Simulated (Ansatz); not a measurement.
# C2H3FO (acetyl fluoride): wB97X/aug-cc-pVDZ

What is the energy change on altering one bond length of C2H3FO (acetyl fluoride) at wB97X/aug-cc-pVDZ? 

Program for the calculation: Ansatz 0.2.0.

50 further runs of the same task are left out: 50 set aside as unsound or not needed.

## (1) The molecule

The species is C2H3FO (7 atoms), meant as a singlet with charge 0. As SMILES, `CC(=O)F`. Geometry: relaxed at PBE0-D4/def2-TZVP.

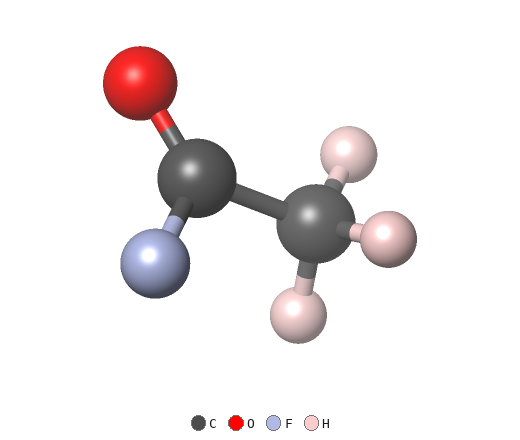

The structure, seen from a chosen angle (carbon dark grey, oxygen red, fluorine light blue, hydrogen pink).

## (2) The energy at wB97X/aug-cc-pVDZ

Input file job.yaml:

```yaml
crystal:
  periodic: [false, false, false]
  atoms:
    - {symbol: C, position_ang: [0.485310, 0.015050, 0.443640]}
    - {symbol: C, position_ang: [-0.694890, -0.034350, -0.460580]}
    - {symbol: O, position_ang: [-1.835410, -0.165690, -0.191770]}
    - {symbol: F, position_ang: [-0.310690, 0.097630, -1.749400]}
    - {symbol: H, position_ang: [0.165320, -0.091900, 1.476660]}
    - {symbol: H, position_ang: [1.180650, -0.783140, 0.176830]}
    - {symbol: H, position_ang: [1.009710, 0.962410, 0.304610]}
basis:
  gaussian:
    orbitals: aug-cc-pVDZ
hamiltonian:
  xc: {name: wB97X}
accuracy: high
output: {orbitals: {seedname: orbitals}}
```

The run is started by

```sh
ansatz run job.yaml --threads 1 --pin off --max-ram 3480MiB --events-out events.jsonl --progress --plain --runs-dir runs
```

The log of the run:

```text
Warning: RAYON_NUM_THREADS=1 ignored (pool sized by the plan → 1); use --threads N
Functional definition: wB97X
  name "wB97X"
  parameter omega = 0.3/bohr
  parameter cx = 0.157706
  parameter cx1 = 0.726479
  parameter cx2 = 1.04760
  parameter cx3 = -5.70635
  parameter cx4 = 13.2794
  parameter css1 = -4.33879
  parameter css2 = 18.2308
  parameter css3 = -31.7430
  parameter css4 = 17.2901
  parameter cos1 = 2.37031
  parameter cos2 = -11.3995
  parameter cos3 = 6.58405
  parameter cos4 = -3.78132
  exchange = spin_sum(e_x_unif_sr(omega)*poly(b97_u_x, 1 - cx, cx1, cx2, cx3, cx4)) + cx*exact_x_sr(omega)
      + exact_x_lr(omega)
  correlation = spin_sum(e_c_pw_same_spin*poly(b97_u_same, 1, css1, css2, css3, css4))
      + integral(e_c_pw_opposite_spin*poly(b97_u_opposite, 1, cos1, cos2, cos3, cos4))
2380 factors; integrals over basis functions are off by at most 3.1e-9 eV
459 factors; integrals over basis functions are off by at most 2.0e-9 eV
mean field evaluation 1: about -6881.8000 eV, gradient 5.0e1 eV
mean field evaluation 2: about -6881.3925 eV, gradient 5.6e1 eV
mean field evaluation 4: about -6886.3840 eV, gradient 2.1e0 eV
mean field evaluation 8: about -6886.3959 eV, gradient 5.0e-2 eV
mean field evaluation 16: about -6886.3959 eV, gradient 1.1e-5 eV
mean field -6886.39591405 eV, -253.0703820747 hartree, gradient 6.9e-8 eV, S^2 0.000000; 0 other end points of the search recorded, 0 dependent functions left out
reference -6886.39590776 eV, -253.0703818433 hartree; 16, 16 occupied and 103, 103 virtual orbitals, 2380 factors
Total energy: -6886.39590776 eV, -253.0703818433 hartree
```

It took 29 s on 1 thread of Arm Neoverse V1, shared host; peak memory 0.6 GiB.

## (3) The distorted shape, same level

Input file run.yaml:

```yaml
crystal:
  periodic: [false, false, false]
  atoms:
    - {symbol: C, position_ang: [0.276708, 0.254507, 0.523683]}
    - {symbol: C, position_ang: [-0.903492, 0.205107, -0.380537]}
    - {symbol: O, position_ang: [-2.044012, 0.073767, -0.111727]}
    - {symbol: F, position_ang: [-0.519292, 0.337087, -1.669357]}
    - {symbol: H, position_ang: [-0.043282, 0.147557, 1.556703]}
    - {symbol: H, position_ang: [1.180650, -0.783140, 0.176830]}
    - {symbol: H, position_ang: [0.801108, 1.201867, 0.384653]}
basis:
  gaussian:
    orbitals: aug-cc-pVDZ
hamiltonian:
  xc: {name: wB97X}
accuracy: high
output:
  orbitals: {seedname: orbitals}
```

The run is started by

```sh
ansatz run run.yaml --threads 1 --pin off --max-ram 3480MiB --events-out events.jsonl --progress --plain --runs-dir runs
```

The log of the run:

```text
Warning: RAYON_NUM_THREADS=1 ignored (pool sized by the plan → 1); use --threads N
[... 17 set-up lines as earlier in the session ...]
      + exact_x_lr(omega)
[... 1 set-up line as earlier in the session ...]
      + integral(e_c_pw_opposite_spin*poly(b97_u_opposite, 1, cos1, cos2, cos3, cos4))
2390 factors; integrals over basis functions are off by at most 3.2e-9 eV
465 factors; integrals over basis functions are off by at most 1.9e-9 eV
mean field evaluation 1: about -6880.7221 eV, gradient 4.9e1 eV
mean field evaluation 2: about -6880.1329 eV, gradient 5.7e1 eV
mean field evaluation 4: about -6885.3607 eV, gradient 2.1e0 eV
mean field evaluation 8: about -6885.3716 eV, gradient 2.1e-1 eV
mean field evaluation 16: about -6885.3718 eV, gradient 2.6e-5 eV
mean field -6885.37177220 eV, -253.0327455557 hartree, gradient 2.5e-8 eV, S^2 0.000000; 0 other end points of the search recorded, 0 dependent functions left out
reference -6885.37176625 eV, -253.0327453372 hartree; 16, 16 occupied and 103, 103 virtual orbitals, 2390 factors
Total energy: -6885.37176625 eV, -253.0327453372 hartree
```

Run time: 30 s. Hardware: 1 thread of Arm Neoverse V1, shared host; peak memory 0.61 GiB.

## (4) Results

At wB97X/aug-cc-pVDZ:

```
                                                         quantity          value
                                        first shape: total energy  -253.07038 Eh
                                         first shape: HOMO energy      -11.54 eV
                                         first shape: LUMO energy        1.04 eV
                                       first shape: HOMO–LUMO gap       12.59 eV
                                    distorted shape: total energy  -253.03275 Eh
                                     distorted shape: HOMO energy      -11.54 eV
                                     distorted shape: LUMO energy        0.83 eV
                                   distorted shape: HOMO–LUMO gap       12.37 eV
energy change with the C1–H6 bond stretched from 1.092 to 1.419 Å       1.024 eV
```

In words: With the C1–H6 bond stretched from 1.092 to 1.419 Å the energy rises by 1.02 eV (24 kcal/mol). The first shape isn't relaxed at this level, so the change isn't measured from a minimum.
